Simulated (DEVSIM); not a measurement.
System: Schottky contact on n-type β-Ga2O3, at 300 K.

```
layer (left to right)  material  thickness (μm)  Nd (cm⁻³)  τn (s)  τp (s)
---------------------  --------  --------------  ---------  ------  ------
1                       β-Ga2O3            1.20     1.5e16  4.3e-9  4.3e-9
```

Left contact: Schottky, work function 4.87 eV, emission velocity 3.1e6 cm/s. Right contact: ohmic. Voltage is applied to the left contact. Recombination: SRH at mid-gap, radiative. Mobility is μmin + (μ − μmin)/(1 + (N/Nref)^α).

The device is made up for the run: typed textbook-type constants, with dimensions and the other settings drawn at random. Values at 300 K.

| parameter | β-Ga2O3 |
|---|---|
| gap (eV) | 4.8 |
| affinity (eV) | 4 |
| permittivity | 10 |
| Nc (cm⁻³) | 3.7e18 |
| Nv (cm⁻³) | 5e20 |
| μn (cm²/Vs) | 160 |
| μp (cm²/Vs) | 1 |
| μn,min | 20 |
| μp,min | 0.1 |
| Nref,n | 1e18 |
| Nref,p | 1e18 |
| αn | 0.8 |
| αp | 0.8 |
| B (cm³/s) | 1e-12 |

Model (solved in DEVSIM): 1D drift-diffusion, Boltzmann statistics, complete ionisation; no tunnelling, impact ionisation, image-force lowering or self-heating. Metal contacts follow the ideal Schottky-Mott rule: no Fermi-level pinning, no interface dipoles.

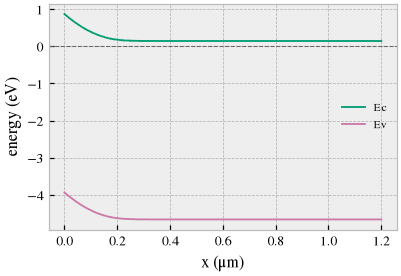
Band edges at zero bias

Energies count from the Fermi level of the right contact; mesh points crowd at the junctions.

| x (μm) | Ec (eV) | Ev (eV) | n (cm⁻³) | p (cm⁻³) | field (V/cm) |
|---|---|---|---|---|---|
| 0.000 | 0.870 | -3.930 | 9000 | < 1e2 | -62000 |
| 0.007897 | 0.822 | -3.978 | 57000 | < 1e2 | -60000 |
| 0.01828 | 0.762 | -4.038 | 590000 | < 1e2 | -57000 |
| 0.03422 | 0.675 | -4.125 | 1.7e7 | < 1e2 | -52000 |
| 0.05926 | 0.552 | -4.248 | 2.0e9 | < 1e2 | -46000 |
| 0.08584 | 0.440 | -4.360 | 1.5e11 | < 1e2 | -38000 |
| 0.1266 | 0.306 | -4.494 | 2.7e13 | < 1e2 | -27000 |
| 0.1907 | 0.185 | -4.615 | 2.9e15 | < 1e2 | -11000 |
| 0.2701 | 0.147 | -4.653 | 1.3e16 | < 1e2 | -1300 |
| 0.3631 | 0.143 | -4.657 | 1.5e16 | < 1e2 | -71 |
| 0.4855 | 0.142 | -4.658 | 1.5e16 | < 1e2 | ≈ 0 |
| 0.6906 | 0.142 | -4.658 | 1.5e16 | < 1e2 | ≈ 0 |
| 0.8187 | 0.142 | -4.658 | 1.5e16 | < 1e2 | ≈ 0 |
| 0.9161 | 0.142 | -4.658 | 1.5e16 | < 1e2 | ≈ 0 |
| 1.016 | 0.142 | -4.658 | 1.5e16 | < 1e2 | ≈ 0 |
| 1.066 | 0.142 | -4.658 | 1.5e16 | < 1e2 | ≈ 0 |
| 1.104 | 0.142 | -4.658 | 1.5e16 | < 1e2 | ≈ 0 |
| 1.133 | 0.142 | -4.658 | 1.5e16 | < 1e2 | ≈ 0 |
| 1.163 | 0.142 | -4.658 | 1.5e16 | < 1e2 | ≈ 0 |
| 1.178 | 0.142 | -4.658 | 1.5e16 | < 1e2 | ≈ 0 |
| 1.189 | 0.142 | -4.658 | 1.5e16 | < 1e2 | ≈ 0 |
| 1.200 | 0.142 | -4.658 | 1.5e16 | < 1e2 | ≈ 0 |
